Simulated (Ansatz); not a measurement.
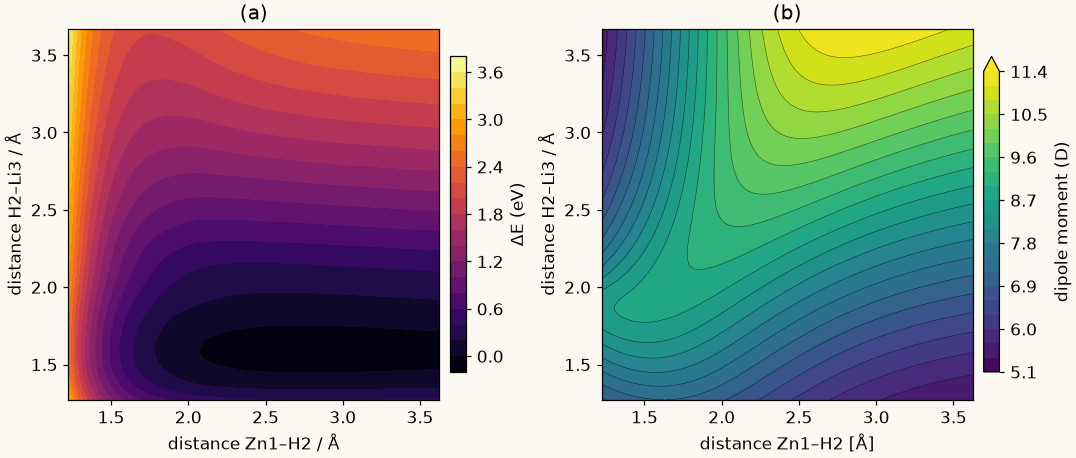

The system Zn + HLi. First axis: distance Zn1–H2. Second axis: distance H2–Li3. Nothing is relaxed (the angle Zn1–H2–Li3 is fixed at 120 degrees). The grid has 15 × 15 points. Points are written as (first, second). All energies are given in eV relative to Zn far from the relaxed HLi (each part in its own basis). The reference is spin-restricted, so regions where a bond is pulled apart into radicals lie too high. These are results of RKS CAM-B3LYP-D4/def2-TZVPD in Ansatz 0.2.0, not measurements.

Panel (a) is the energy and panel (b) the computed dipole moment on the same grid.

The picture shows filled contours. Between grid points the surface is interpolated.

How does the dipole moment vary over the map, and what is it at the lowest grid point?

Answer. Leaving out the highest fifth of the energies, it runs from 5.40 D at (3.624 Å, 1.272 Å) to 10.69 D at (2.383 Å, 3.452 Å). At the lowest grid point, (2.774 Å, 1.596 Å), it is 6.65 D.
